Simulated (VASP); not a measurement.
Shape and ions are relaxed at each volume.

Energy against volume of Ho (hcp). These are RPBE GGA, VASP's PBE PAW potentials (set 64) (plane waves; VASP 6.6.1) values and carry that method's errors.

The 4f electrons are frozen in the core of the lanthanide potential, so 4f levels, which can set the real gap, and their magnetism are missing.

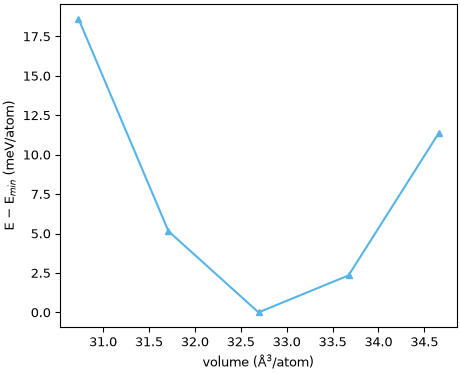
Figure: Energy against volume

### Question
Estimate the equilibrium volume and the bulk modulus.

### Answer
The minimum lies near 32.9 Å³/atom, and the curvature gives B0 of about 40 GPa.

Measured: bulk modulus 40.2 GPa (computed value off by -0.3 %), as given by Wikipedia, Holmium (infobox). The calculation is for a static lattice, while the measured bulk modulus holds thermal and zero-point effects, which are part of the difference.

The compound is Ho in the hcp structure. It was relaxed first, which changed the volume by +5 %.
